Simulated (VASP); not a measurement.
Band structure of SiO2 (space group P4_2/mnm). Method: PBE GGA, VASP's PBE PAW potentials (set 64) (plane waves; VASP).

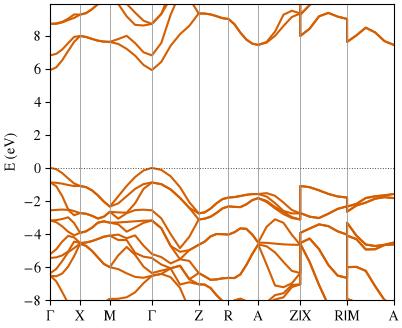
Figure. Bands along high-symmetry lines, zero at the valence-band maximum or, without a gap, the Fermi level

### Question
Read the plot: is there a gap, and where are the band edges?

### Answer
The gap is direct, 5.91 eV, from the valence maximum at Γ to the conduction minimum at Γ.

The structure comes from a computed database's SiO2 entry; how it stands against other phases isn't given here. The cell was not relaxed at this level.
